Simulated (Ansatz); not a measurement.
# SnSeO4: a trial structure relaxed, part 2 of 2

Where does this trial cell of SnSeO4 go when cell and atoms are let free?

Ansatz 0.2.0; DFT PBE, scalar-relativistic, plane waves, PAW. Earlier steps stand in the parts before.

## 4. Full relaxation

The end of the coarse run is made exact in the group found at a tolerance of 0.06 Å and reduced to its primitive cell.

input.yaml reads:

```yaml
crystal:
  lattice:
    - [0.0, 3.2790263499, 3.2790263499]
    - [3.2790263499, 0.0, 3.2790263499]
    - [3.2790263499, 3.2790263499, 0.0]
  atoms:
    - { symbol: Sn, position: [0.25, 0.25, 0.25] }
    - { symbol: Se, position: [0.0, 0.0, 0.0] }
    - { symbol: O, position: [0.6209382792, 0.6209382792, 0.1371851623] }
    - { symbol: O, position: [0.6209382792, 0.1371851623, 0.6209382792] }
    - { symbol: O, position: [0.1371851623, 0.6209382792, 0.6209382792] }
    - { symbol: O, position: [0.6209382792, 0.6209382792, 0.6209382792] }
basis:
  ecutwfc: 420
kpoints:
  mp_grid: { grid: [10, 10, 10] }
hamiltonian:
  xc: pbe
scf:
  occupations: { method: gaussian, width: 0.1 }
output:
  forces: true
  stress: true
  eigenvalues: true
  write_density: true
  write_potential: true
  elf: true
  volumetric_format: npy
relax:
  adjacent_minimum: "off"
  f_tol: 0.01
  max_steps: 80
  cell: { stress_tol: 0.05 }
```

Started as:

```bash
ansatz run input.yaml --threads 1 --pin off --max-ram 2048MiB --backend cpu --events-out ev --progress --plain --runs-dir out
```

Standard output:

```text
Warning: RAYON_NUM_THREADS=1 ignored (pool sized by the plan → 1); use --threads N
Engine: ansatz 0.2.0, x86_64-unknown-linux-gnu
Pseudopotentials: kind: paw
Pseudopotential: Sn, paw, valence charge 14, recommended cutoff 420 eV (normal), Sn.paw.azcp
Pseudopotential: Se, paw, valence charge 16, recommended cutoff 420 eV (normal), Se.paw.azcp
Pseudopotential: O, paw, valence charge 6, recommended cutoff 420 eV (normal), O.paw.azcp
Functional definition: PBE
  parameter kappa = 0.804
  parameter beta = 0.06672455060314922
  exchange = pbe_x(kappa = kappa, mu = beta*pi^2/3)
  correlation = pbe_c(beta = beta)
Crystal: 6 atoms, lattice volume = 70.512 Å³
Basis set: ecut = 420 eV, 1411 PW (Γ), exchange–correlation on 64×64×64 points (8 copies of the dense FFT grid, shifted against one another)
Bands: 33, of which v1, the nominal top of the filled ones, is band 27 counted from 1 (26 counted from 0)
Symmetry: 24 space group operations
Space group: F-43m (ITA 216), of the structure as read, at distance tolerance 4.1e-5 Å
k-points: 47 of 1000 (time reversal used)
Non-local potential: Sn, projectors of the file, l = 0: 2, l = 1: 2, l = 2: 2, l = 3: 2
Non-local potential: Se, projectors of the file, l = 0: 2, l = 1: 2, l = 2: 3, l = 3: 1
Non-local potential: O, projectors of the file, l = 0: 2, l = 1: 2, l = 2: 1
PAW form: soft (Blöchl's): semilocal exchange-correlation on the pseudo side does not see the compensation charge
PAW one-centre angular grid: Sn, 590 points (default); XC on 64 Gauss nodes
PAW one-centre angular grid: Se, 590 points (default); XC on 64 Gauss nodes
PAW one-centre angular grid: O, 110 points (default); XC on 64 Gauss nodes
Initial density: superposition of atomic densities (neutral atoms: chi_scale 0, normalization atom), corrected by the library's trained network
Initial wavefunctions: pseudopotential atomic-orbital guess
Functional: x = pbe(κ = 0.804, μ = 0.2195149727645171), c = pbe(β = 0.06672455060314922)
SCF iter   1: F=—  HF=-13746.355416 eV  |F-HF|=—  |Δ(HF+E_count)|=         —  Δρ=2.04e-2  dr2=1.18e-1  ethr=1.77e-3  ⟨swp⟩=6.3  Hψ=6479  notcnv=0
preconditioner: auto → Kerker (q_TF=auto, 2.610 Å⁻¹)  [metal: Δε(μ)=0.002 eV  Ē_g=12.382 eV  σ=0.100 eV  W_gap=0.01  n_scr=14 (ndim 8)  ℏωp=29.3 eV  f_vac=0.000  D(μ)=8.34/eV (n_scr^D=112)]
SCF iter   2: F=—  HF=-13746.332839 eV  |F-HF|=—  |Δ(HF+E_count)|=   2.26e-2  Δρ=8.21e-3  dr2=2.31e-2  ethr=2.18e-4  ⟨swp⟩=1.0  Hψ=1927  notcnv=0
SCF iter   3: F=—  HF=-13746.327841 eV  |F-HF|=—  |Δ(HF+E_count)|=   5.00e-3  Δρ=1.10e-3  dr2=5.62e-4  ethr=4.27e-5  ⟨swp⟩=2.0  Hψ=2268  notcnv=0
SCF iter   4: F=—  HF=-13746.327789 eV  |F-HF|=—  |Δ(HF+E_count)|=   5.19e-5  Δρ=3.94e-4  dr2=1.00e-4  ethr=1.04e-6  ⟨swp⟩=2.0  Hψ=2318  notcnv=0
SCF iter   5: F=—  HF=-13746.327757 eV  |F-HF|=—  |Δ(HF+E_count)|=   3.20e-5  Δρ=1.21e-4  dr2=6.87e-6  ethr=1.85e-7  ⟨swp⟩=2.0  Hψ=2293  notcnv=0
SCF iter   6: F=—  HF=-13746.327752 eV  |F-HF|=—  |Δ(HF+E_count)|=   5.27e-6  Δρ=2.92e-5  dr2=6.19e-7  ethr=1.27e-8  ⟨swp⟩=2.0  Hψ=2529  notcnv=0
SCF iter   7: F=-13746.327752 eV  HF=-13746.327752 eV  |F-HF|=1.00e-8  |Δ(HF+E_count)|=   1.72e-8  Δρ=4.05e-6  dr2=1.75e-8  ethr=1.85e-10  ⟨swp⟩=10.9  Hψ=10135  notcnv=0
SCF 1 converged in 7 iterations: F = -13746.327752 eV  dr2 = 1.75e-8
relax step   1: F+E_penalty+E_count = -13746.32775213 eV  Δ(F+E_penalty+E_count) = +0.000e0 eV  max|allowed force component| = 6.842e-2 eV/Å  Δτ_max = 0.0000 Å  P = +0.191 GPa  Ω = 70.512 Å³  (7 SCF iters, dr2 threshold 1.00e-7 eV, accepted)
Crystal: 6 atoms, lattice volume = 70.803 Å³
Initial density: handed on by an earlier stage of this run
Initial wavefunctions: those handed on with the density
iter 1 solved again at ethr=1.20e-6 eV; its pass at ethr=3.10e-3 eV (dr2=6.50e-4 eV) is discarded
SCF iter   1: F=—  HF=-13746.329217 eV  |F-HF|=—  |Δ(HF+E_count)|=         —  Δρ=1.78e-3  dr2=6.33e-4  ethr=1.20e-6  ⟨swp⟩=2.1  Hψ=6880  notcnv=0
preconditioner: auto → Kerker (q_TF=auto, 2.608 Å⁻¹)  [metal: Δε(μ)=0.013 eV  Ē_g=12.378 eV  σ=0.100 eV  W_gap=0.07  n_scr=14 (ndim 8)  ℏωp=29.3 eV  f_vac=0.000  D(μ)=9.01/eV (n_scr^D=136)]
SCF iter   2: F=—  HF=-13746.329220 eV  |F-HF|=—  |Δ(HF+E_count)|=   3.00e-6  Δρ=9.57e-4  dr2=2.41e-4  ethr=1.17e-6  ⟨swp⟩=1.0  Hψ=1551  notcnv=0
SCF iter   3: F=—  HF=-13746.329187 eV  |F-HF|=—  |Δ(HF+E_count)|=   3.37e-5  Δρ=9.14e-5  dr2=1.03e-5  ethr=4.45e-7  ⟨swp⟩=2.1  Hψ=1813  notcnv=0
SCF iter   4: F=—  HF=-13746.329185 eV  |F-HF|=—  |Δ(HF+E_count)|=   1.95e-6  Δρ=3.22e-5  dr2=6.75e-7  ethr=1.91e-8  ⟨swp⟩=2.0  Hψ=2051  notcnv=0
iter 5 did not close the SCF: its close was put off for the readings that it lacked (scf_convergence_deferred on its scf_iter line)
SCF iter   5: F=-13746.329185 eV  HF=-13746.329185 eV  |F-HF|=3.49e-8  |Δ(HF+E_count)|=   3.98e-8  Δρ=6.45e-6  dr2=3.63e-8  ethr=1.25e-9  ⟨swp⟩=2.0  Hψ=2738  notcnv=0
SCF iter   6: F=-13746.329185 eV  HF=-13746.329185 eV  |F-HF|=6.89e-9  |Δ(HF+E_count)|=   9.16e-9  Δρ=3.21e-6  dr2=9.41e-9  ethr=6.72e-11  ⟨swp⟩=6.0  Hψ=9111  notcnv=0
SCF 2 converged in 6 iterations: F = -13746.329185 eV  dr2 = 9.41e-9
relax step   2: F+E_penalty+E_count = -13746.32918467 eV  Δ(F+E_penalty+E_count) = -1.433e-3 eV  max|allowed force component| = 4.564e-2 eV/Å  Δτ_max = 0.0073 Å  P = -0.207 GPa  Ω = 70.803 Å³  energy of the carried Pulay correction = -1.415e-3 eV  (6 SCF iters, dr2 threshold 2.93e-7 eV, accepted)
Crystal: 6 atoms, lattice volume = 70.702 Å³
iter 1 solved again at ethr=5.63e-6 eV; its pass at ethr=3.10e-3 eV (dr2=3.04e-3 eV) is discarded
SCF iter   1: F=—  HF=-13746.331867 eV  |F-HF|=—  |Δ(HF+E_count)|=         —  Δρ=3.47e-3  dr2=3.06e-3  ethr=5.63e-6  ⟨swp⟩=1.0  Hψ=5793  notcnv=0
preconditioner: auto → Kerker (q_TF=auto, 2.608 Å⁻¹)  [metal: Δε(μ)=0.009 eV  Ē_g=12.399 eV  σ=0.100 eV  W_gap=0.05  n_scr=14 (ndim 8)  ℏωp=29.3 eV  f_vac=0.000  D(μ)=9.09/eV (n_scr^D=136)]
SCF iter   2: F=—  HF=-13746.331796 eV  |F-HF|=—  |Δ(HF+E_count)|=   7.09e-5  Δρ=1.86e-3  dr2=1.15e-3  ethr=5.63e-6  ⟨swp⟩=1.0  Hψ=1551  notcnv=0
SCF iter   3: F=—  HF=-13746.331653 eV  |F-HF|=—  |Δ(HF+E_count)|=   1.42e-4  Δρ=1.89e-4  dr2=3.77e-5  ethr=2.13e-6  ⟨swp⟩=2.0  Hψ=1624  notcnv=0
SCF iter   4: F=—  HF=-13746.331639 eV  |F-HF|=—  |Δ(HF+E_count)|=   1.37e-5  Δρ=8.29e-5  dr2=4.22e-6  ethr=6.98e-8  ⟨swp⟩=2.0  Hψ=2774  notcnv=0
SCF iter   5: F=—  HF=-13746.331638 eV  |F-HF|=—  |Δ(HF+E_count)|=   1.14e-6  Δρ=2.67e-5  dr2=6.06e-7  ethr=7.81e-9  ⟨swp⟩=2.0  Hψ=2762  notcnv=0
SCF iter   6: F=-13746.331638 eV  HF=-13746.331638 eV  |F-HF|=2.86e-8  |Δ(HF+E_count)|=   3.15e-9  Δρ=6.72e-6  dr2=5.51e-8  ethr=2.41e-10  ⟨swp⟩=8.2  Hψ=9839  notcnv=0
SCF 3 converged in 6 iterations: F = -13746.331638 eV  dr2 = 5.51e-8
relax step   3: F+E_penalty+E_count = -13746.33163831 eV  Δ(F+E_penalty+E_count) = -2.454e-3 eV  max|allowed force component| = 5.555e-3 eV/Å  Δτ_max = 0.0138 Å  P = +0.172 GPa  Ω = 70.702 Å³  energy of the carried Pulay correction = -9.234e-4 eV  (6 SCF iters, dr2 threshold 1.30e-7 eV, accepted)
Crystal: 6 atoms, lattice volume = 70.799 Å³
iter 1 solved again at ethr=7.66e-8 eV; its pass at ethr=3.10e-3 eV (dr2=4.14e-5 eV) is discarded
SCF iter   1: F=—  HF=-13746.331245 eV  |F-HF|=—  |Δ(HF+E_count)|=         —  Δρ=3.29e-4  dr2=4.05e-5  ethr=7.66e-8  ⟨swp⟩=2.8  Hψ=7009  notcnv=0
preconditioner: auto → Kerker (q_TF=auto, 2.608 Å⁻¹)  [metal: Δε(μ)=0.022 eV  Ē_g=12.392 eV  σ=0.100 eV  W_gap=0.12  n_scr=14 (ndim 8)  ℏωp=29.3 eV  f_vac=0.000  D(μ)=9.04/eV (n_scr^D=136)]
SCF iter   2: F=—  HF=-13746.331235 eV  |F-HF|=—  |Δ(HF+E_count)|=   9.81e-6  Δρ=1.73e-4  dr2=1.52e-5  ethr=7.49e-8  ⟨swp⟩=1.0  Hψ=1551  notcnv=0
SCF iter   3: F=—  HF=-13746.331233 eV  |F-HF|=—  |Δ(HF+E_count)|=   2.62e-6  Δρ=2.52e-5  dr2=6.26e-7  ethr=2.82e-8  ⟨swp⟩=2.0  Hψ=1932  notcnv=0
iter 4 did not close the SCF: its close was put off for the readings that it lacked (scf_convergence_deferred on its scf_iter line)
SCF iter   4: F=-13746.331233 eV  HF=-13746.331233 eV  |F-HF|=2.64e-8  |Δ(HF+E_count)|=   8.87e-8  Δρ=9.98e-6  dr2=4.19e-8  ethr=1.16e-9  ⟨swp⟩=2.1  Hψ=2617  notcnv=0
iter 5 did not close the SCF: its close was put off for the readings that it lacked (scf_convergence_deferred on its scf_iter line)
SCF iter   5: F=-13746.331233 eV  HF=-13746.331233 eV  |F-HF|=5.15e-10  |Δ(HF+E_count)|=   7.33e-9  Δρ=3.54e-6  dr2=6.54e-9  ethr=7.76e-11  ⟨swp⟩=2.0  Hψ=2728  notcnv=0
SCF iter   6: F=-13746.331233 eV  HF=-13746.331233 eV  |F-HF|=1.71e-10  |Δ(HF+E_count)|=  7.11e-10  Δρ=5.84e-7  dr2=2.95e-10  ethr=1.21e-11  ⟨swp⟩=5.0  Hψ=8268  notcnv=0
SCF 4 converged in 6 iterations: F = -13746.331233 eV  dr2 = 2.95e-10
relax step   4: F+E_penalty+E_count = -13746.33123266 eV  Δ(F+E_penalty+E_count) = +4.056e-4 eV  max|allowed force component| = 2.697e-4 eV/Å  Δτ_max = 0.0012 Å  P = -0.011 GPa  Ω = 70.799 Å³  energy of the carried Pulay correction = -1.399e-3 eV  (6 SCF iters, dr2 threshold 7.37e-8 eV, accepted)
Initial wavefunctions: pseudopotential atomic-orbital guess (no wavefunctions were taken with the density)
iter 1 solved again at ethr=6.65e-8 eV; its pass at ethr=3.10e-3 eV (dr2=3.59e-5 eV) is discarded
SCF iter   1: F=—  HF=-13746.332749 eV  |F-HF|=—  |Δ(HF+E_count)|=         —  Δρ=4.11e-5  dr2=2.09e-7  ethr=6.65e-8  ⟨swp⟩=3.3  Hψ=10579  notcnv=0
preconditioner: auto → Kerker (q_TF=auto, 2.608 Å⁻¹)  [metal: Δε(μ)=0.001 eV  Ē_g=12.392 eV  σ=0.100 eV  W_gap=0.01  n_scr=14 (ndim 8)  ℏωp=29.3 eV  f_vac=0.000  D(μ)=9.05/eV (n_scr^D=136)]
SCF iter   2: F=—  HF=-13746.332742 eV  |F-HF|=—  |Δ(HF+E_count)|=   7.41e-6  Δρ=1.99e-5  dr2=3.62e-8  ethr=3.88e-10  ⟨swp⟩=2.1  Hψ=2379  notcnv=0
SCF iter   3: F=—  HF=-13746.332742 eV  |F-HF|=—  |Δ(HF+E_count)|=   6.68e-8  Δρ=3.00e-6  dr2=1.87e-9  ethr=6.70e-11  ⟨swp⟩=2.0  Hψ=2365  notcnv=0
SCF iter   4: F=—  HF=-13746.332742 eV  |F-HF|=—  |Δ(HF+E_count)|=   1.70e-9  Δρ=2.80e-7  dr2=7.79e-11  ethr=3.46e-12  ⟨swp⟩=2.1  Hψ=2754  notcnv=0
iter 5 did not close the SCF: its close was put off for the readings that it lacked (scf_convergence_deferred on its scf_iter line)
SCF iter   5: F=-13746.332742 eV  HF=-13746.332742 eV  |F-HF|=1.27e-11  |Δ(HF+E_count)|=  3.27e-11  Δρ=1.15e-7  dr2=1.35e-11  ethr=1.00e-12  ⟨swp⟩=2.0  Hψ=1767  notcnv=0
SCF iter   6: F=-13746.332742 eV  HF=-13746.332742 eV  |F-HF|=1.82e-12  |Δ(HF+E_count)|=  3.64e-12  Δρ=3.70e-8  dr2=2.03e-12  ethr=1.00e-12  ⟨swp⟩=4.1  Hψ=6298  notcnv=0
SCF 5 converged in 6 iterations: F = -13746.332742 eV  dr2 = 2.03e-12
relax step   5: F+E_penalty+E_count = -13746.33274174 eV  Δ(F+E_penalty+E_count) = -1.509e-3 eV  max|allowed force component| = 2.106e-4 eV/Å  Δτ_max = 0.0000 Å  P = +0.023 GPa  Ω = 70.799 Å³  stress off target by 2.28e-2 GPa  SCF on the basis re-selected at this cell (its energy is not comparable with the rows above)  (6 SCF iters)
basis re-selected at this cell: Δ(F+E_penalty+E_count) = -1.509e-3 eV, ΔP = +0.034 GPa vs the last step (what re-selecting the basis moved, of the pressure what is left beyond the Pulay correction that the steps carried, after the strain that the cell walked since its last selection, with what the two solves' SCF thresholds leave and, on support functions, any second-order correction that the steps lacked; it is no measure of the basis error at this ecutwfc). This SCF's stress stands 2.28e-2 GPa from its target on what of the cell is left free (relax.cell.stress_tol is 5.00e-2 GPa) and its largest allowed force component is 2.11e-4 eV/Å (relax.f_tol is 1.00e-2 eV/Å): within both
SCF converged after 6 iterations
Free energy (F): -13746.332742 eV
Harris-Foulkes:  -13746.332742 eV  (|F-HF|=1.82e-12)
Internal energy: -13746.287495 eV  (E = F + TS)
E sigma→0 (E₀):  -13746.310118 eV
Entropy (-TS):   -0.045247 eV (-7.541 meV/atom)
Fermi energy:    9.780366 eV
--- Per-component energies (eV) ---
  E_band       = -405.687302
  E_kinetic    = 979.266266
  E_local      = -3615.848858  (includes V_loc(G=0)·N_el)
  E_nonlocal   = -430.703811
  E_hartree    = 1748.299146
  E_xc         = -773.415118
  E_vxc        = -559.627417  (∫ρ·V_xc dr)
  E_paw        = -6675.385548  (= ΣΔE_a)
  E_vpaw       = -275.380010  (= ΣTr[D̂ρ^β])
  E_aug_tail   = 0.008214  (compensation charges beyond the density's cutoff)
  E_ewald      = -4978.507786
  E_smearing   = -0.045247  (= −TS)
  E_closure    = 0.000000  (closes the sum)
  Σ components = -13746.332742   (vs F -13746.332742, Δ=0.00e0)
--- Forces (eV/Å), atoms counted from 1 ---
  atom   1  Sn    -0.00000000    -0.00000000     0.00000000
  atom   2  Se    -0.00000000     0.00000000     0.00000000
  atom   3  O      0.00021060     0.00021060    -0.00021060
  atom   4  O      0.00021060    -0.00021060     0.00021060
  atom   5  O     -0.00021060     0.00021060     0.00021060
  atom   6  O     -0.00021060    -0.00021060    -0.00021060
  max |Σ_I F_I| component: 2.07e-16 eV/Å
--- Stress (GPa, compression-positive) ---
        0.022779       0.000000       0.000000
        0.000000       0.022779       0.000000
        0.000000      -0.000000       0.022779
  P = ⅓ Tr σ = 0.0228 GPa (0.228 kbar)
--- Band table (eV; the first three rows and the last of 47) ---
  k-point 0: bands = ["-39.0357", "-39.0357", "-39.0357", "-39.0334", "-39.0334", "-11.5168", "-11.5168", "-11.5168", "-11.4778", "-11.4778", "-9.6830", "-6.3586", "-6.3586", "-6.3586", "-3.0460", "3.8439", "4.5819", "4.5819", "4.5819", "6.3979", "6.3979", "6.4297", "7.7253", "7.7253", "7.7253", "9.8021", "9.8021", "9.8021", "10.5611", "10.5611", "10.5611", "15.7576", "15.7576"]
  k-point 1: bands = ["-39.0357", "-39.0357", "-39.0357", "-39.0334", "-39.0334", "-11.5183", "-11.5158", "-11.5158", "-11.4784", "-11.4784", "-9.6284", "-6.4404", "-6.3615", "-6.3615", "-3.0686", "3.8939", "4.5877", "4.6139", "4.6139", "5.9962", "6.1862", "6.1862", "8.0557", "8.0557", "8.4738", "9.7049", "9.7049", "9.8054", "10.4593", "10.5494", "10.5494", "15.4829", "15.7452"]
  k-point 2: bands = ["-39.0357", "-39.0357", "-39.0357", "-39.0334", "-39.0334", "-11.5226", "-11.5135", "-11.5135", "-11.4798", "-11.4798", "-9.4705", "-6.6698", "-6.3690", "-6.3690", "-3.1234", "3.8629", "4.4913", "4.6358", "4.6358", "5.9668", "5.9668", "6.0118", "8.6541", "8.6541", "9.2908", "9.4218", "9.4218", "9.8124", "10.4370", "10.5429", "10.5429", "14.9157", "15.7199"]
  k-point 46: bands = ["-39.0357", "-39.0357", "-39.0356", "-39.0334", "-39.0334", "-11.5314", "-11.5133", "-11.5032", "-11.4959", "-11.4795", "-8.4335", "-7.6281", "-6.5960", "-6.5207", "-3.3723", "1.8661", "4.7872", "5.1024", "6.3993", "6.7611", "6.8933", "7.1743", "7.5263", "8.7077", "8.7618", "9.1711", "9.8347", "10.0543", "10.1189", "10.2873", "10.8653", "15.2034", "15.6579"]
--- Relaxed structure (4 steps of the walk, 4 accepted, 1 SCFs on fresh bases) ---
  F+E_penalty+E_count = -13746.33274174 eV   max|allowed force component| = 2.106e-4 eV/Å   (the final SCF, on the basis selected at the relaxed cell)
  cell:  # Å, volume = 70.7992 Å³
    - [-1.4002321191961125e-32, 3.283467712802332, 3.283467712802332]
    - [3.283467712802332, -1.8625973235873797e-33, 3.283467712802332]
    - [3.283467712802332, 3.283467712802332, -7.4519815981098e-33]
  atoms:
    - { symbol: Sn, position: [0.24999999999999997, 0.24999999999999997, 0.24999999999999997] }
    - { symbol: Se, position: [3.0309362761764866e-19, -1.1572665781764814e-19, -1.3225903750588372e-19] }
    - { symbol: O, position: [0.6191845948657084, 0.6191845948657084, 0.14244621540287483] }
    - { symbol: O, position: [0.6191845948657084, 0.14244621540287483, 0.6191845948657084] }
    - { symbol: O, position: [0.14244621540287483, 0.6191845948657084, 0.6191845948657084] }
    - { symbol: O, position: [0.6191845948657084, 0.6191845948657084, 0.6191845948657084] }
```

Wall time 99 s (1 thread of Intel Xeon Platinum 8488C (Sapphire Rapids), shared host); peak memory 0.45 GiB.

Relaxation path:

```csv
step,E - E(step 1) (eV/cell),largest force component (eV/Å),pressure (GPa),volume (Å³)
1,0.0000,0.0684,0.19,70.51
2,-0.0014,0.0456,-0.21,70.80
3,-0.0039,0.0056,0.17,70.70
4,-0.0035,0.0003,-0.01,70.80
5,-0.0050,0.0002,0.02,70.80
```

Step 1 is the start. Step 5 repeats the geometry before it on a plane-wave basis chosen anew for that cell, so its energy need not be comparable with the rows above.

Lengths and angles in the start's conventional setting:

|  | before | after | change |
| --- | --- | --- | --- |
| a (Å) | 6.558 | 6.567 | +0.1 % |
| b (Å) | 6.558 | 6.567 | +0.1 % |
| c (Å) | 6.558 | 6.567 | +0.1 % |
| volume (Å³/atom) | 11.75 | 11.80 | +0.4 % |
| shortest distance (Å) | 2.243 | 2.214 | -1.3 % |
| space group (0.01 Å) | F-43m | F-43m | same |

The run keeps the 24 symmetry operations of the start, so it could not have lowered the symmetry.

Axes a, b and c in the maps are those of this run's conventional cell (a, b, c = 6.567, 6.567, 6.567 Å).

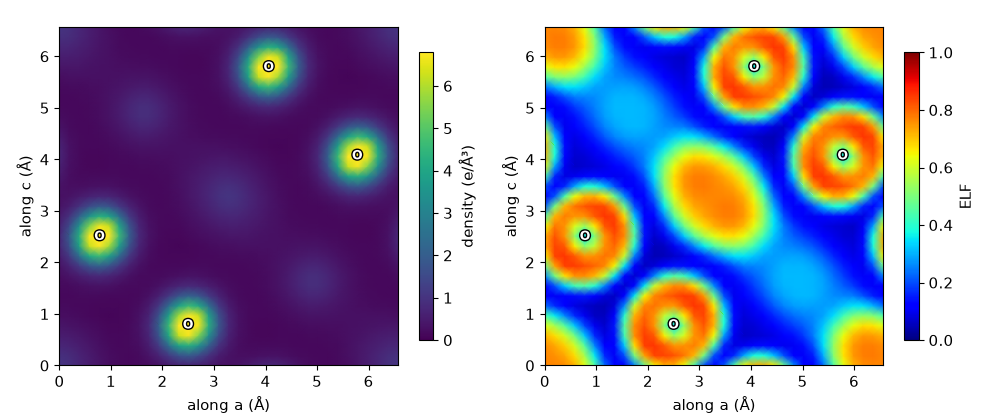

Density (left) and ELF (right) in a lattice plane of the grid's cell (edges 6.57 and 6.57 Å, at 0.119 of the third edge), which holds O. Only atoms in the plane are labelled; the density scale stops at 6.79 e/Å³. Both are smooth fields of the valence electrons: close to the nuclei they are not physical.

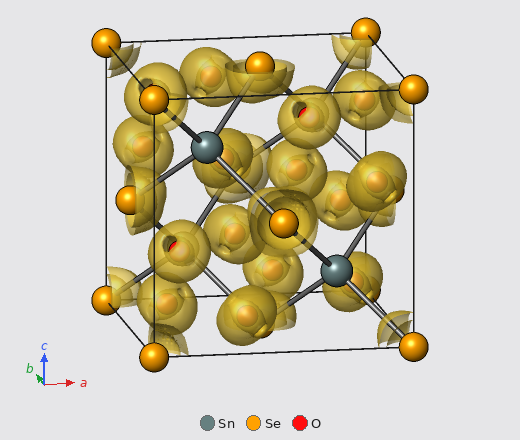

Surface of ELF = 0.75, drawn in one cell.

Outside the cores ELF peaks at 0.86 beside O, off the lines to its neighbours, 0.6 Å from O; 0.81 in the shell around Se, 0.8 Å from Se.

## 5. Variant: mp_grid.grid [7, 7, 7], occupations.width 0.001

input.yaml reads:

```yaml
crystal:
  lattice:
    - [0.0, 3.2834677128, 3.2834677128]
    - [3.2834677128, 0.0, 3.2834677128]
    - [3.2834677128, 3.2834677128, 0.0]
  atoms:
    - { symbol: Sn, position: [0.25, 0.25, 0.25] }
    - { symbol: Se, position: [0.0, 0.0, 0.0] }
    - { symbol: O, position: [0.6191845949, 0.6191845949, 0.1424462154] }
    - { symbol: O, position: [0.6191845949, 0.1424462154, 0.6191845949] }
    - { symbol: O, position: [0.1424462154, 0.6191845949, 0.6191845949] }
    - { symbol: O, position: [0.6191845949, 0.6191845949, 0.6191845949] }
basis:
  ecutwfc: 420
kpoints:
  mp_grid: { grid: [7, 7, 7] }
hamiltonian:
  xc: pbe
scf:
  occupations: { method: gaussian, width: 0.001 }
output:
  forces: true
  eigenvalues: true
  stress: true
```

Started as:

```bash
ansatz run input.yaml --threads 1 --pin off --max-ram 2048MiB --backend cpu --events-out ev --progress --plain --runs-dir out
```

Standard output (excerpt; [...] marks lines left out):

```text
Warning: RAYON_NUM_THREADS=1 ignored (pool sized by the plan → 1); use --threads N
[...]
[... 5 set-up lines as earlier in the session ...]
[...]
Crystal: 6 atoms, lattice volume = 70.799 Å³
[...]
  atom   3  O     -0.02172812    -0.02172812     0.02172812
  atom   4  O     -0.02172812     0.02172812    -0.02172812
  atom   5  O      0.02172812    -0.02172812    -0.02172812
  atom   6  O      0.02172812     0.02172812     0.02172812
[...]
--- Stress (GPa, compression-positive) ---
        0.065062      -0.000000       0.000000
        0.000000       0.065062      -0.000000
        0.000000      -0.000000       0.065062
  P = ⅓ Tr σ = 0.0651 GPa (0.651 kbar)
--- Band table (eV; the first three rows and the last of 20) ---
[...]
```

Wall time 8.3 s (1 thread of Intel Xeon Platinum 8488C (Sapphire Rapids), shared host); peak memory 0.37 GiB.

```csv
run,ending,energy change,pressure (GPa),gap (eV),force (eV/Å),cycles,time
step 4,converged,0,0.0,0.00,0.00,-,99 s
variant,converged,+2.7 meV/atom (σ→0),0.1,0.00,0.04,9,8.3 s
```

Changing the k-point mesh and smearing moves the energy by +2.7 meV/atom (σ→0 values), and the largest force goes from 0.00 to 0.04 eV/Å. More than one kind of setting changed, and this run alone doesn't tell their shares apart.

## 6. What came out

What follows sums up all 2 parts. Changes of volume or cell count from the first structure of part 1.

| quantity | value |
| --- | --- |
| symmetry at the end (tolerance 0.05 Å) | space group F-43m (No. 216) |
| conventional cell | a = 6.567 Å, b = 6.567 Å, c = 6.567 Å, α = 90.00°, β = 90.00°, γ = 90.00° |
| volume | 11.80 Å³/atom |
| energy over the elements (uncorrected; H, N, O, F and Cl as molecules), grey Sn | +1.14 eV/atom |
| gap on the mesh | none (metal) |

What this shows: The space group F-43m (No. 216) is kept, and the volume per atom shrinks by 21.0 % from the first guess. With a positive formation energy it can't be a ground state. No finished test with a distortion of lower symmetry is shown, so the end may be a saddle point.
